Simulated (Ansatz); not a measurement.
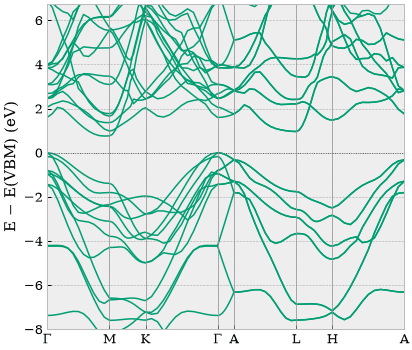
Figure: Band structure from the program Ansatz at the r²SCAN level (PAW)

Problem. Read off the gap and where the band edges lie.

Solution. About 0.8 eV (0.76 eV by a search for the band edges); maximum at Γ, minimum on the Γ–M line, 91 % of the way from Γ.

The material is Si in space group P6_3/mmc (No. 194; Si on 4f, Si on 4e).

The start of the workflow was typed in or built on a structure type; the Crystallography Open Database copy checked does not list it. It is not the phase usual at ambient conditions (space group No. 227). Symmetry was held in the r²SCAN relaxation; its stability against distortions is not shown here.

Potentials: the later of the program's two PAW sets.
